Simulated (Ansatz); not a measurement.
Consider AlBFH₅O.

The calculation's input:

```
crystal:
  periodic: [false, false, false]
  atoms:
    - { symbol: B, position_ang: [0.07483, -0.254444, -0.544711] }
    - { symbol: F, position_ang: [-0.530304, -1.261276, 1.706929] }
    - { symbol: H, position_ang: [0.875553, 0.61345, -0.252774] }
    - { symbol: H, position_ang: [-1.090619, 0.020713, -0.759421] }
    - { symbol: O, position_ang: [0.528697, -1.560216, -0.602786] }
    - { symbol: Al, position_ang: [-0.73156, -2.708187, -0.054984] }
    - { symbol: H, position_ang: [-0.162742, -3.994872, 0.701171] }
    - { symbol: H, position_ang: [-2.201508, -2.56212, -0.659764] }
    - { symbol: H, position_ang: [0.406351, -1.129748, 1.564442] }
basis:
  gaussian: { orbitals: "6-31G*" }
hamiltonian:
  xc: pbe
relax:
  f_tol: 0.03
  max_steps: 50
output:
  orbitals: {}
```

Run with:

```sh
ansatz run input.yaml --threads 1 --pin off --max-ram 2048MiB --backend cpu --events-out ev --progress --plain --runs-dir out
```

The fields are those of the relaxed geometry.

All numbers below come from RKS PBE/6-31G* (Ansatz 0.2.0).

### What will maps of the electron density and electron localisation function show?

B–O (1.38 Å): ρ is about 2 e/Å³ halfway; the ELF peaks at about 0.90 between the atoms, as expected for a polar covalent bond.
Al–F (1.71 Å): ρ at the midpoint is about 0.73 e/Å³; the ELF peaks at about 0.85 in the valence shell of F, 0.6 Å from its nucleus, and is about 0.30 at the midpoint.
Al–O (2.08 Å): the density is about 0.33 e/Å³ at the midpoint; the ELF peaks at about 0.90 in the valence shell of O, 0.6 Å from its nucleus, and is about 0.40 at the midpoint.
O–H (0.99 Å): ρ is about 3.5 e/Å³ halfway; the ELF climbs to about 1 towards the hydrogen, as it does in any bond to H (an ordinary covalent bond to hydrogen).

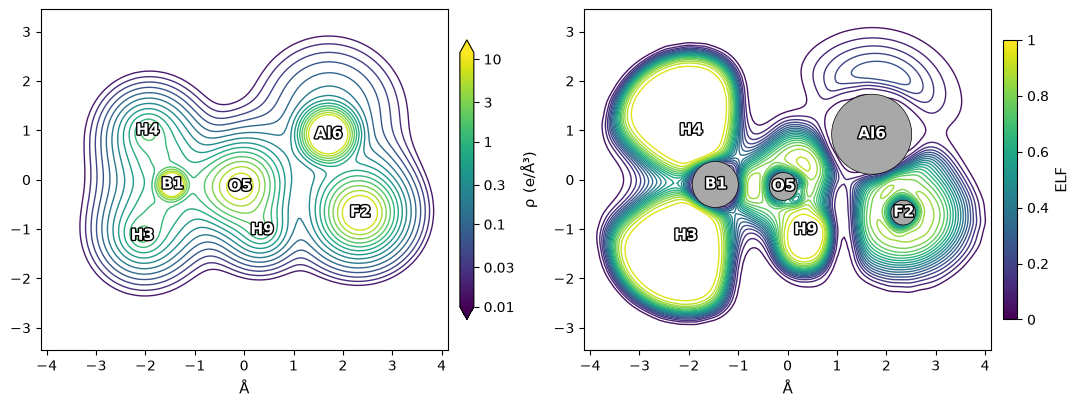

Computed electron density and electron localisation function on the plane of atoms H3, B1 and O5, in this order. Grey discs cover the atomic cores in the ELF map. 
